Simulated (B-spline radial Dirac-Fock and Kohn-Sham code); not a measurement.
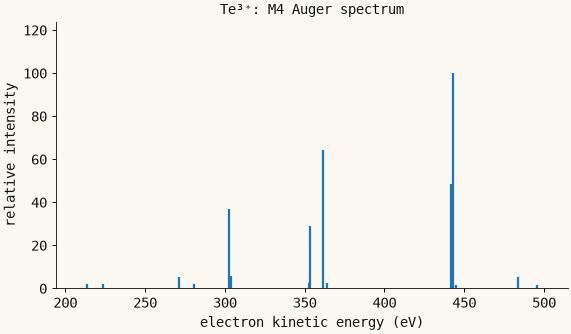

Auger groups that fill an M4 (3d3/2) hole, as sticks. Kinetic energies count from the vacuum level; very weak lines are left out. Species: the ion Te³⁺ in the configuration [Kr] 4d10 5s2 5p1. Level of theory: independent-particle Coulomb rates on relativistic LDA orbitals, configuration-average energies from Dirac–Fock; calculated with a radial B-spline solver.

### How wide is the M4 level from this decay?

The non-radiative width is 0.570 eV.

### Which group is strongest?

M4-N4N5 at 443.0 eV, 32 % of the non-radiative width.
